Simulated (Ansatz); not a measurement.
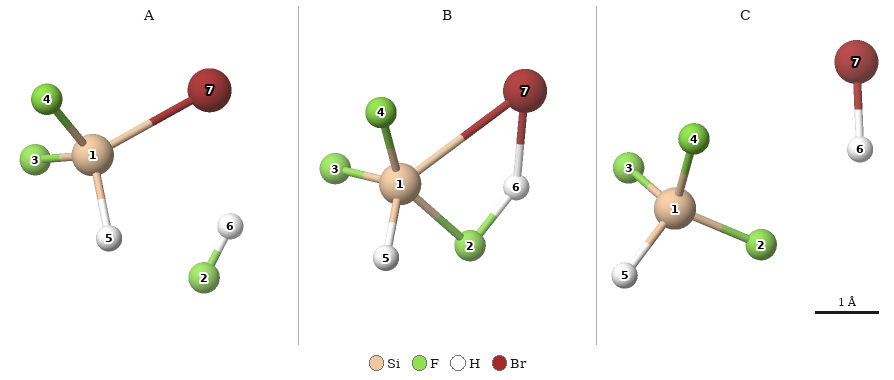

Three geometries of SiH2BrF3: a saddle point and the two minima that it joins, in shuffled order. The picture is a ball-and-stick view, seen at a tilt. Sticks join atoms that are closer than about 1.2 times the sum of their covalent radii (a little more with hydrogen).

Stationary points at PBE0-D4/def2-TZVP, single-point energies with CCSD(T)/CBS, PBE-QIDH, PBE0-D4 (def2-TZVPP where no basis is named; Ansatz 0.2.0). The energies are electronic, without zero-point or thermal terms, and both ends are the minima reached downhill from the saddle, with any fragments still in contact. CCSD(T)/CBS stands for a frozen-core estimate: MP2 correlation extrapolated from def2-TZVPP and def2-QZVPP, CCSD(T) minus MP2 from the smaller set.

Which frame is the transition state, what reaction does it lead through, and what barrier is to be expected?

Answer. Frame B is the saddle point. Counted by bonded pieces, C holds HBr + SiHF₃ and A holds HF + SiHBrF₂. From C over the saddle to A, bonds form: Si1–Br7 (4.14 → 2.58 → 2.21 Å), F2–H6 (2.43 → 1.20 → 0.93 Å). Bonds break: Si1–F2 (1.58 → 1.80 → 3.25 Å), H6–Br7 (1.42 → 1.63 → 2.55 Å). The saddle has one imaginary mode, 662i cm⁻¹. With CCSD(T)/CBS the barrier is 43.0 kcal/mol from C and 29.3 kcal/mol from A, and A lies 13.6 kcal/mol above C.

```tsv
level	barrier from C (kcal/mol)	barrier from A (kcal/mol)	A less C (kcal/mol)
CCSD(T)/CBS	43.0	29.3	13.6
PBE-QIDH	41.3	28.4	12.9
PBE0-D4	37.6	26.0	11.6
```

Against CCSD(T)/CBS, PBE-QIDH comes closest on the barrier from C (−1.6 kcal/mol) and PBE0-D4 misses most (−5.3 kcal/mol).

Limits of the set-up: the start holds two separate molecules, 2.4 Å apart at their closest, whose relative position is a soft coordinate.
